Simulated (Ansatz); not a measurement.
# Y3GaC (Pm-3m): Grüneisen parameters

Aim: how the phonons of Y3GaC (Pm-3m) shift with volume, and the thermal expansion that follows.

Calculated with Ansatz 0.2.0; DFT PBEsol, scalar-relativistic, plane waves, PAW; PAW set soft_1.

### Step 1. The structure

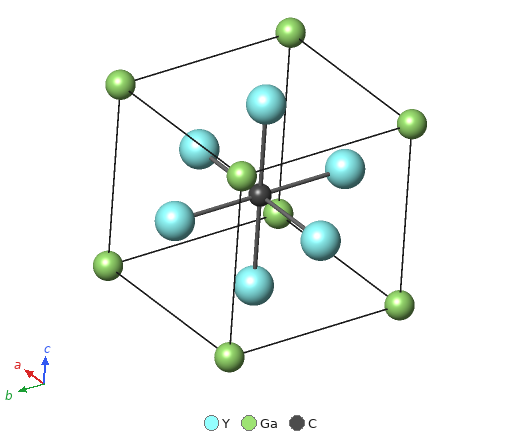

Start, viewed from a free direction; yttrium light teal, gallium green, carbon dark grey. Some periodic images of atoms are drawn too.

Structure file:

```
Y Ga C
1.0
     4.80627    0.00000    0.00000
     0.00000    4.80627    0.00000
     0.00000    0.00000    4.80627
Y Ga C
3 1 1
Cartesian
  2.4031 0.0000 2.4031
  2.4031 2.4031 0.0000
  0.0000 2.4031 2.4031
  0.0000 0.0000 0.0000
  2.4031 2.4031 2.4031
```

### Step 2. Response at finite wavevector

The cell comes from relaxations at this level that are not shown. Stability and thermal properties need the whole zone. Linear response on a 2×2×2 q mesh gives force constants as far as a supercell of that size would.

File input.yaml:

```yaml
crystal:
  lattice:
    - [4.8062686968, 0.0, 0.0]
    - [0.0, 4.8062686968, 0.0]
    - [0.0, 0.0, 4.8062686968]
  atoms:
    - { symbol: "Y", position: [0.5, 0.0, 0.5] }
    - { symbol: "Y", position: [0.5, 0.5, 0.0] }
    - { symbol: "Y", position: [0.0, 0.5, 0.5] }
    - { symbol: Ga, position: [0.0, 0.0, 0.0] }
    - { symbol: C, position: [0.5, 0.5, 0.5] }
kpoints:
  mp_grid: { grid: [8, 8, 8] }
hamiltonian:
  xc: pbesol
  pseudopotentials: { kind: paw, azcp: { folder: soft_1 }, xc_functional: pbe }
scf:
  occupations: { method: methfessel_paxton, width: 0.2 }
output:
  eigenvalues: true
phonons:
  method: dfpt
  qmesh: [2, 2, 2]
  temperatures: { t_max: 1000, t_step: 50 }
  qpath:
    path:
      - [[0.0, 0.0, 0.0], [0.0, 0.5, 0.0], [0.5, 0.5, 0.0], [0.0, 0.0, 0.0], [0.5, 0.5, 0.5], [0.0, 0.5, 0.0]]
      - [[0.5, 0.5, 0.5], [0.5, 0.5, 0.0]]
    npoints: 10
```

Launch:

```sh
> ansatz run input.yaml --threads 4 --pin off --max-ram 10240MiB --backend cpu --events-out ev --progress --plain --runs-dir out
```

Numbers of over 12 decimals in the logs are rounded to 6 here.

Log:

```text
Engine: ansatz 0.2.0, x86_64-unknown-linux-gnu
Pseudopotentials: kind: paw
Pseudopotential: Y, paw, valence charge 11, recommended cutoff 420 eV (normal), soft_1/Y.paw.azcp
Pseudopotential: Ga, paw, valence charge 13, recommended cutoff 420 eV (normal), soft_1/Ga.paw.azcp
Pseudopotential: C, paw, valence charge 4, recommended cutoff 420 eV (normal), soft_1/C.paw.azcp
Functional definition: PBEsol
  exchange = pbesol_x
  correlation = pbesol_c
Crystal: 5 atoms, lattice volume = 111.026 Å³
Basis set: ecut = 420 eV, 2109 PW (Γ), exchange–correlation on 72×72×72 points (8 copies of the dense FFT grid, shifted against one another)
Bands: 30, of which v1, the nominal top of the filled ones, is band 25 counted from 1 (24 counted from 0)
Symmetry: 48 space group operations
k-points: 35 of 512
Non-local potential: Y, projectors of the file, l = 0: 3, l = 1: 2, l = 2: 2, l = 3: 1
Non-local potential: Ga, projectors of the file, l = 0: 2, l = 1: 2, l = 2: 3, l = 3: 1
Non-local potential: C, projectors of the file, l = 0: 2, l = 1: 2, l = 2: 1
PAW form: soft (Blöchl's): semilocal exchange-correlation on the pseudo side does not see the compensation charge
PAW frozen core: Y, regenerated for the run's functional, and the local potential with it (the file was generated under x = pbe(κ = 0.804, μ = 0.219515), c = pbe(β = 0.066725))
PAW frozen core: Ga, regenerated for the run's functional, and the local potential with it (the file was generated under x = pbe(κ = 0.804, μ = 0.219515), c = pbe(β = 0.066725))
PAW frozen core: C, regenerated for the run's functional, and the local potential with it (the file was generated under x = pbe(κ = 0.804, μ = 0.219515), c = pbe(β = 0.066725))
PAW one-centre angular grid: Y, 590 points (default); XC on 64 Gauss nodes
PAW one-centre angular grid: Ga, 590 points (default); XC on 64 Gauss nodes
PAW one-centre angular grid: C, 110 points (default); XC on 64 Gauss nodes
Initial density: superposition of atomic densities (chi_scale 0.1, normalization cell, long waves kept (reshape's long-wave potential 0.00 eV rms))
Initial wavefunctions: pseudopotential atomic-orbital guess
Functional: x = pbesol(κ = 0.804, μ = 0.123457), c = pbesol(β = 0.046)
SCF iter   1: F=—  HF=-15379.956379 eV  |F-HF|=—  |Δ(HF+E_count)|=         —  Δρ=5.97e-2  dr2=9.72e0  ethr=3.10e-3  ⟨swp⟩=4.9  Hψ=4018  notcnv=0
preconditioner: auto → Kerker (q_TF=auto, 2.389 Å⁻¹)  [metal: Δε(μ)=0.025 eV  Ē_g=14.243 eV  σ=0.200 eV  W_gap=0.11  n_scr=26 (ndim 8)  ℏωp=23.4 eV  f_vac=0.000  D(μ)=4.77/eV (n_scr^D=32)]
SCF iter   2: F=—  HF=-15378.073553 eV  |F-HF|=—  |Δ(HF+E_count)|=    1.88e0  S|Δr|=    0.00e0  Δρ=2.31e-2  dr2=1.25e0  ethr=3.10e-3  ⟨swp⟩=2.5  Hψ=1979  notcnv=0  defer=11
SCF iter   3: F=—  HF=-15377.833390 eV  |F-HF|=—  |Δ(HF+E_count)|=   2.40e-1  S|Δr|=    0.00e0  Δρ=1.31e-2  dr2=3.07e-1  ethr=2.51e-3  ⟨swp⟩=2.0  Hψ=1519  notcnv=0  defer=13
SCF iter   4: F=—  HF=-15377.775940 eV  |F-HF|=—  |Δ(HF+E_count)|=   5.74e-2  S|Δr|=    0.00e0  Δρ=6.00e-3  dr2=4.29e-2  ethr=6.13e-4  ⟨swp⟩=2.0  Hψ=1642  notcnv=0  defer=13
SCF iter   5: F=—  HF=-15377.763876 eV  |F-HF|=—  |Δ(HF+E_count)|=   1.21e-2  S|Δr|=    0.00e0  Δρ=1.77e-3  dr2=3.52e-3  ethr=8.58e-5  ⟨swp⟩=2.6  Hψ=2027  notcnv=0  defer=13
SCF iter   6: F=—  HF=-15377.763007 eV  |F-HF|=—  |Δ(HF+E_count)|=   8.69e-4  S|Δr|=    0.00e0  Δρ=3.74e-4  dr2=1.03e-4  ethr=7.03e-6  ⟨swp⟩=2.3  Hψ=1467  notcnv=0  defer=13
SCF iter   7: F=—  HF=-15377.763075 eV  |F-HF|=—  |Δ(HF+E_count)|=   6.76e-5  S|Δr|=    0.00e0  Δρ=1.20e-4  dr2=2.77e-5  ethr=2.05e-7  ⟨swp⟩=2.1  Hψ=1512  notcnv=0  defer=13
SCF iter   8: F=—  HF=-15377.763064 eV  |F-HF|=—  |Δ(HF+E_count)|=   1.05e-5  S|Δr|=    0.00e0  Δρ=3.24e-5  dr2=2.13e-6  ethr=5.54e-8  ⟨swp⟩=2.0  Hψ=1477  notcnv=0  defer=13
SCF iter   9: F=—  HF=-15377.763065 eV  |F-HF|=—  |Δ(HF+E_count)|=   1.07e-6  S|Δr|=    0.00e0  Δρ=1.20e-5  dr2=2.36e-7  ethr=4.25e-9  ⟨swp⟩=2.0  Hψ=1477  notcnv=0  defer=13
SCF iter  10: F=—  HF=-15377.763065 eV  |F-HF|=—  |Δ(HF+E_count)|=   5.23e-8  S|Δr|=    0.00e0  Δρ=4.37e-6  dr2=1.78e-8  ethr=4.73e-10  ⟨swp⟩=2.0  Hψ=1317  notcnv=0  defer=13
SCF iter  11: F=—  HF=-15377.763065 eV  |F-HF|=—  |Δ(HF+E_count)|=  6.55e-10  S|Δr|=    0.00e0  Δρ=6.00e-7  dr2=1.92e-10  ethr=3.56e-11  ⟨swp⟩=2.0  Hψ=1296  notcnv=0  defer=13
SCF iter  12: F=—  HF=-15377.763065 eV  |F-HF|=—  |Δ(HF+E_count)|=  8.37e-11  S|Δr|=    0.00e0  Δρ=1.00e-7  dr2=1.14e-11  ethr=1.00e-12  ⟨swp⟩=2.0  Hψ=1312  notcnv=0  defer=13
SCF iter  13: F=-15377.763065 eV  HF=-15377.763065 eV  |F-HF|=9.09e-12  |Δ(HF+E_count)|=  5.46e-12  S|Δr|=    0.00e0  Δρ=5.44e-8  dr2=1.94e-12  ethr=1.00e-12  ⟨swp⟩=7.8  Hψ=4653  notcnv=0
SCF 1 converged in 13 iterations: F = -15377.763065 eV  dr2 = 1.94e-12
  greatest PAW one-centre occupation: 0.994 electrons in one spin orbital (limit 2), on the Ga atom at site 3 (counted from 0), in its partial waves of l = 2
Initial density: read from a saved state, or passed on in memory by an earlier SCF of this step, an earlier step, the calling program or the single point that the run made first
iter 1 solved again at ethr=5.69e-8 eV; its pass at ethr=3.10e-3 eV (dr2=2.85e-5 eV) is discarded
SCF iter   1: F=—  HF=-15377.763066 eV  |F-HF|=—  |Δ(HF+E_count)|=         —  Δρ=3.14e-7  dr2=4.67e-11  ethr=5.69e-8  ⟨swp⟩=3.5  Hψ=7192  notcnv=0
eigensolver tolerance schedule: the retry pair's looser diagonalisation over-reported the residual by 609455.84 of it (diagonalisation noise at an unbounded share of the residual, at the tolerance the schedule requests for it); recorded, not acted on — ethr = c·dr2/N_el stays at c = 1.0e-1
preconditioner: auto → Kerker (q_TF=auto, 2.389 Å⁻¹)  [metal: Δε(μ)=0.039 eV  Ē_g=14.883 eV  σ=0.200 eV  W_gap=0.16  n_scr=26 (ndim 8)  ℏωp=23.4 eV  f_vac=0.000  D(μ)=0.93/eV (n_scr^D=0)]
SCF iter   2: F=—  HF=-15377.763065 eV  |F-HF|=—  |Δ(HF+E_count)|=   1.26e-6  S|Δr|=    0.00e0  Δρ=2.01e-7  dr2=2.42e-11  ethr=1.00e-12  ⟨swp⟩=3.2  Hψ=2702  notcnv=0
SCF iter   3: F=-15377.763065 eV  HF=-15377.763065 eV  |F-HF|=5.46e-12  |Δ(HF+E_count)|=  1.27e-11  S|Δr|=    0.00e0  Δρ=1.18e-7  dr2=6.66e-12  ethr=1.00e-12  ⟨swp⟩=2.2  Hψ=2532  notcnv=0
SCF 2 converged in 3 iterations: F = -15377.763065 eV  dr2 = 6.66e-12
phonons: the bands overlap, so this run is a metal and interpolates without the dipole-dipole term. If the crystal is really an insulator or semiconductor, its LO-TO splitting is missing
NSCF: frozen V_eff on 35 k-points
NSCF: frozen V_eff on 125 k-points
DFPT response loops at q = (0, 0, 0) (fractional): preconditioner auto → Kerker (q_TF=auto, 2.389 Å⁻¹) (partly filled bands, converged f_vac=0.000); β = 1.00, the filter's whole step (`scf.mixing.beta` (0.50) is not read by the response loops under this deck's `scf.mixing.preconditioner`; to damp them name `kerker` or `kerker_dos`, under which they read `scf.mixing.beta`, and type it under 1.00, their step now; both keys bind the ground state too); Broyden in place of MSR1
NSCF: frozen V_eff on 250 k-points
DFPT response loops at q = (0, 0, -0.5) (fractional): mixed as the last ones told, above
NSCF: frozen V_eff on 250 k-points
DFPT response loops at q = (0, -0.5, -0.5) (fractional): mixed as the last ones told, above
NSCF: frozen V_eff on 250 k-points
DFPT response loops at q = (-0.5, -0.5, -0.5) (fractional): mixed as the last ones told, above
SCF converged after 13 iterations
Stability not checked: this state was not tested for a lower state beside it, because cold or Methfessel-Paxton smearing, or corrected tetrahedra, fill the levels in a way that the test cannot read (fill_not_monotonic; see scf.lower_state_search)
Free energy (F): -15377.763065 eV
Harris-Foulkes:  -15377.763065 eV  (|F-HF|=9.09e-12)
Internal energy: -15377.781130 eV  (E = F + TS)
E sigma→0 (E₀):  -15377.767581 eV
Entropy (-TS):   0.018065 eV (3.613 meV/atom)
Fermi energy:    9.993224 eV
--- Per-component energies (eV) ---
  E_band       = -322.022703
  E_kinetic    = 1148.868942
  E_local      = -3150.009475  (includes V_loc(G=0)·N_el)
  E_nonlocal   = 13.681650
  E_hartree    = 1463.365810
  E_xc         = -643.485097
  E_vxc        = -731.517157  (∫ρ·V_xc dr)
  E_paw        = -10337.267560  (= ΣΔE_a)
  E_vpaw       = -529.778224  (= ΣTr[D̂ρ^β])
  E_aug_tail   = -0.000127  (compensation charges beyond the density's cutoff)
  E_ewald      = -3874.265674
  E_core_change = 1.330400  (= ΣΔE_core)
  E_smearing   = 0.018065  (= −TS)
  E_closure    = -0.000000  (closes the sum)
  Σ components = -15377.763065   (vs F -15377.763065, Δ=0.00e0)
--- Band table (eV; the first three rows and the last of 35) ---
  k-point 0: bands = [... 21 lower, 9.8528, 9.8528, 9.8528, 9.9928, 9.9928, 9.9928, 12.0045, 12.0045, ... 1 higher]
  k-point 1: bands = [... 21 lower, 9.6772, 9.7894, 9.8602, 10.0318, 10.0318, 10.0438, 11.4892, 12.1419, ... 1 higher]
  k-point 2: bands = [... 21 lower, 9.4558, 9.4558, 9.9369, 9.9369, 10.1810, 10.1899, 11.4291, 12.5521, ... 1 higher]
  k-point 34: bands = [... 21 lower, 6.5821, 9.8807, 9.8807, 9.8807, 11.6487, 11.6487, 11.6487, 12.2596, ... 1 higher]
--- Phonons (Γ-DFPT): 4 representative perturbations + reference (Σ response iterations 12) ---
  ASR residual: 9.784e-5 → 0.000e0 eV/Å²; symmetrization residual: 2.145e-6 eV/Å²
  ASR residual per site (eV/Å²): 2.89e-5 2.89e-5 2.89e-5 9.78e-5 2.33e-5
  Γ frequencies (cm⁻¹): 0.00 0.00 0.00 85.53 85.53 85.53 89.70 89.70 89.70 201.41 201.41 201.41 290.11 290.11 290.11
--- Phonons (arbitrary-q DFPT): 4 irreducible q on the 2×2×2 mesh ---
  q = [0.0000, 0.0000, 0.0000] (star 1, of the zone-centre solve; hermiticity 3.98e-7, symmetrization 6.65e-12): 0.00 0.00 0.00 85.53 85.53 85.53 89.70 89.70 89.70 201.41 201.41 201.41 290.11 290.11 290.11
  q = [0.0000, 0.0000, -0.5000] (star 3, 9 solved perturbations in 975 linear systems a pass and spin channel, the states on 125 of 512 k-point pairs; hermiticity 2.99e-7, symmetrization 8.45e-13): 75.42 75.42 87.86 87.86 92.73 104.54 110.55 110.55 131.24 184.52 184.52 223.15 381.95 381.95 527.69
  q = [0.0000, -0.5000, -0.5000] (star 3, 9 solved perturbations in 975 linear systems a pass and spin channel, the states on 125 of 512 k-point pairs; hermiticity 2.76e-7, symmetrization 1.63e-13): -37.44 94.05 101.96 101.96 104.74 104.74 108.99 108.99 165.48 174.15 189.24 256.85 396.52 505.10 505.10
  q = [-0.5000, -0.5000, -0.5000] (star 1, 4 solved perturbations in 350 linear systems a pass and spin channel, the states on 125 of 512 k-point pairs; hermiticity 1.09e-8, symmetrization 5.68e-12): -44.18 -44.18 -44.18 95.82 95.82 95.82 157.88 157.88 157.88 191.57 191.57 281.52 515.69 515.69 515.69
  sum rule: each row above includes the acoustic sum rule's correction from the zone centre's row sums; it moved no ω² by more than (0.73 cm⁻¹)²
  mesh force constants: q→R imaginary residual 2.28e-18; ASR residual 9.784e-5 → 0.000e0 eV/Å²; symmetrization residual 5.329e-15 eV/Å²
  interpolated dispersion: 62 rows × 15 modes
  density of states and harmonic sums: on the 14×14×14 q-mesh, interpolated from the force constants of a 2×2×2 supercell (no non-analytic term)
  largest difference from the sums on the solved wave vectors: F 2.12e-1 eV, S 2.82e-4 and C_V 6.97e-5 eV/K
  zero-point energy: 0.172635 eV/cell   skipped modes (ω ≤ 0): 53, of them read as no rigid motion or as one in doubt: 50 (3.156e-1 modes/cell left out, lowest -44.18 cm⁻¹)   left out of the sums: 2.11e-2 of the cell's modes: C_V's classical limit lies that fraction below 3 k_B per atom; for a crystal, a wire or a layer, F and S can be off by more, and a phonons.interpolated_qmesh denser along its periods is the remedy for the sampling
```

Wall time 4.2 min (4 threads of Intel Xeon Platinum 8488C (Sapphire Rapids), shared host); peak memory 1.4 GiB.

In the SCF lines HF is the Harris–Foulkes energy and dr2 the Hartree energy of the density residual, in eV; the loop may stop once dr2 is under the threshold and the program's other checks hold. Hψ counts applications of the Hamiltonian.

This step gave:

```
volume per atom                                         : 22.21 Å³
gap on the k-mesh                                       : 0 eV
sum-rule residual before enforcement                    : 9.78e-5 eV/Å²
lowest frequency on the path                            : -44.18 cm⁻¹
point group                                             : m-3m
highest frequency on the path or at a solved wavevector : 527.7 cm⁻¹
highest optical mode at the zone centre (no LO-TO term) : 290.1 cm⁻¹
lowest optical zone-centre mode                         : 85.53 cm⁻¹
lowest mode on the q mesh (acoustic modes at Γ apart)   : -44.18 cm⁻¹
```

Frequencies (cm⁻¹) solved at each irreducible wavevector; negative means imaginary. Frequencies by wavevector, by row:

```csv
q in reciprocal lattice units,star,mode 1,mode 2,mode 3,mode 4,mode 13,mode 14,mode 15
0 0 0,1,0,0,0,85.5,290.1,290.1,290.1
0 0 -0.5,3,75.4,75.4,87.9,87.9,381.9,381.9,527.7
0 -0.5 -0.5,3,-37.4,94,102,102,396.5,505.1,505.1
-0.5 -0.5 -0.5,1,-44.2,-44.2,-44.2,95.8,515.7,515.7,515.7
```

Symmetry leaves 4 wavevectors to solve. The lowest mode among them, the acoustic zeros apart, lies at q = (-0.5, -0.5, -0.5) and is imaginary, 44.2i cm⁻¹, so the energy falls along it.

### Step 3. Relaxing at another volume, volume ratio 0.97

The volume is scaled by 0.97 and held; symmetry leaves nothing to relax, so this is a single point. The modes can then be followed against volume.

input.yaml, the sections that differ from step 2:

```yaml
crystal:
  lattice:
    - [4.7577172087, 0.0, 0.0]
    - [0.0, 4.7577172087, 0.0]
    - [0.0, 0.0, 4.7577172087]
  atoms:
    - { symbol: "Y", position: [0.5, 0.0, 0.5] }
    - { symbol: "Y", position: [0.5, 0.5, 0.0] }
    - { symbol: "Y", position: [0.0, 0.5, 0.5] }
    - { symbol: Ga, position: [0.0, 0.0, 0.0] }
    - { symbol: C, position: [0.5, 0.5, 0.5] }
output:
  forces: true
  stress: true
  eigenvalues: true
# kpoints, hamiltonian, scf: as in step 2
# phonons: removed
```

Log:

```text
[...]
Crystal: 5 atoms, lattice volume = 107.695 Å³
Basis set: ecut = 420 eV, 2103 PW (Γ), exchange–correlation on 64×64×64 points (8 copies of the dense FFT grid, shifted against one another)
Bands: 30, of which v1, the nominal top of the filled ones, is band 25 counted from 1 (24 counted from 0)
Symmetry: 48 space group operations
[...]
k-points: 35 of 512
[...]
k-point 0: bands = [... 21 lower, 10.2968, 10.2968, 10.2968, 10.3272, 10.3272, 10.3272, 12.4141, 12.4141, ... 1 higher]
  k-point 1: bands = [... 21 lower, 10.0773, 10.1417, 10.2484, 10.3795, 10.4084, 10.4084, 11.9214, 12.5511, ... 1 higher]
  k-point 2: bands = [... 21 lower, 9.8538, 9.8538, 10.3085, 10.3085, 10.5203, 10.5554, 11.8608, 12.9703, ... 1 higher]
  k-point 34: bands = [... 21 lower, 6.8753, 10.2856, 10.2856, 10.2856, 12.0604, 12.0604, 12.0604, 12.6775, ... 1 higher]
[key lines of the parts left out:]
SCF converged after 10 iterations
Free energy (F): -15377.735768 eV
Fermi energy:    10.371358 eV
P = ⅓ Tr σ = 2.6881 GPa (26.881 kbar)
```

Run time: 2.5 s. Hardware: 4 threads; peak memory 0.51 GiB.

Numbers from this step:

```yaml
pressure: 2.688 GPa
volume_per_atom: 21.54 Å³
```

The run ends at a pressure of 2.69 GPa.

### Step 4. Phonons at the other volume, volume ratio 0.97

The phonons are repeated at this volume on the same k and q meshes.

input.yaml, as its differences from that of step 3:

```diff
@@ -19,4 +19,11 @@
 output:
-  forces: true
-  stress: true
   eigenvalues: true
+phonons:
+  method: dfpt
+  qmesh: [2, 2, 2]
+  temperatures: { t_max: 1000, t_step: 50 }
+  qpath:
+    path:
+      - [[0.0, 0.0, 0.0], [0.0, 0.5, 0.0], [0.5, 0.5, 0.0], [0.0, 0.0, 0.0], [0.5, 0.5, 0.5], [0.0, 0.5, 0.0]]
+      - [[0.5, 0.5, 0.5], [0.5, 0.5, 0.0]]
+    npoints: 10
```

Log:

```text
[...]
Crystal: 5 atoms, lattice volume = 107.695 Å³
Basis set: ecut = 420 eV, 2103 PW (Γ), exchange–correlation on 64×64×64 points (8 copies of the dense FFT grid, shifted against one another)
Bands: 30, of which v1, the nominal top of the filled ones, is band 25 counted from 1 (24 counted from 0)
Symmetry: 48 space group operations
k-points: 35 of 512
[...]
SCF iter   1: F=—  HF=-15380.078606 eV  |F-HF|=—  |Δ(HF+E_count)|=         —  Δρ=6.27e-2  dr2=1.03e1  ethr=3.10e-3  ⟨swp⟩=5.0  Hψ=4105  notcnv=0
[...]
SCF iter  13: F=-15377.735768 eV  HF=-15377.735768 eV  |F-HF|=7.28e-12  |Δ(HF+E_count)|=  5.46e-12  S|Δr|=    0.00e0  Δρ=5.78e-8  dr2=1.95e-12  ethr=1.00e-12  ⟨swp⟩=7.8  Hψ=4589  notcnv=0
SCF 1 converged in 13 iterations: F = -15377.735768 eV  dr2 = 1.95e-12
[...]
SCF iter   3: F=-15377.735768 eV  HF=-15377.735768 eV  |F-HF|=3.64e-12  |Δ(HF+E_count)|=  1.82e-12  S|Δr|=    0.00e0  Δρ=6.70e-8  dr2=2.23e-12  ethr=1.00e-12  ⟨swp⟩=1.0  Hψ=2240  notcnv=0
SCF 2 converged in 3 iterations: F = -15377.735768 eV  dr2 = 2.23e-12
[...]
NSCF: frozen V_eff on 35 k-points
[...]
SCF converged after 13 iterations
[...]
Free energy (F): -15377.735768 eV
[...]
Internal energy: -15377.751225 eV  (E = F + TS)
E sigma→0 (E₀):  -15377.739632 eV
Entropy (-TS):   0.015458 eV (3.092 meV/atom)
Fermi energy:    10.371363 eV
[...]
--- Band table (eV; the first three rows and the last of 35) ---
  k-point 0: bands = [... 21 lower, 10.2968, 10.2968, 10.2968, 10.3272, 10.3272, 10.3272, 12.4141, 12.4141, ... 1 higher]
  k-point 1: bands = [... 21 lower, 10.0773, 10.1417, 10.2484, 10.3795, 10.4084, 10.4084, 11.9214, 12.5511, ... 1 higher]
  k-point 2: bands = [... 21 lower, 9.8538, 9.8538, 10.3085, 10.3085, 10.5203, 10.5554, 11.8608, 12.9703, ... 1 higher]
  k-point 34: bands = [... 21 lower, 6.8753, 10.2856, 10.2856, 10.2856, 12.0604, 12.0604, 12.0604, 12.6775, ... 1 higher]
[...]
ASR residual: 1.120e-4 → 0.000e0 eV/Å²; symmetrization residual: 2.145e-6 eV/Å²
  ASR residual per site (eV/Å²): 1.80e-5 1.80e-5 1.80e-5 1.12e-4 2.68e-5
[...]
--- Phonons (arbitrary-q DFPT): 4 irreducible q on the 2×2×2 mesh ---
[...]
interpolated dispersion: 62 rows × 15 modes
[...]
```

Run time: 3 min. Hardware: 4 threads; peak memory 1.4 GiB; 11 min of CPU time.

Numbers from this step:

```
sum-rule residual before enforcement                    : 1.12e-4 eV/Å²
lowest frequency on the path                            : -46.73 cm⁻¹
highest frequency on the path or at a solved wavevector : 544.4 cm⁻¹
highest optical mode at the zone centre (no LO-TO term) : 293.4 cm⁻¹
lowest optical zone-centre mode                         : 80.07 cm⁻¹
lowest mode on the q mesh (acoustic modes at Γ apart)   : -46.73 cm⁻¹
```

Frequencies (cm⁻¹) solved at each irreducible wavevector; negative means imaginary. Frequencies by wavevector, by row:

```csv
q in reciprocal lattice units,star,mode 1,mode 2,mode 3,mode 4,mode 13,mode 14,mode 15
0 0 0,1,0,0,0,80.1,293.4,293.4,293.4
0 0 -0.5,3,77.2,77.2,93.3,93.5,399.6,399.6,544.4
0 -0.5 -0.5,3,-39,101,106.5,106.5,419.6,524.5,524.5
-0.5 -0.5 -0.5,1,-46.7,-46.7,-46.7,102.4,534.7,534.7,534.7
```

The highest optical mode at the zone centre (no LO-TO term) is 293.4 cm⁻¹, +3.3 cm⁻¹ against the base run.

(Continued in part 2 of 2.)

[Logs are printed without paths, hosts, clocks, repeated set-up lines and the standing remarks that a program may print on its own settings, such as how far it seeks lower states.]

[Hosts, paths, dates, database ids (printed as entryN), source tags and the programs' standing remarks are cut or masked in the printed files.]
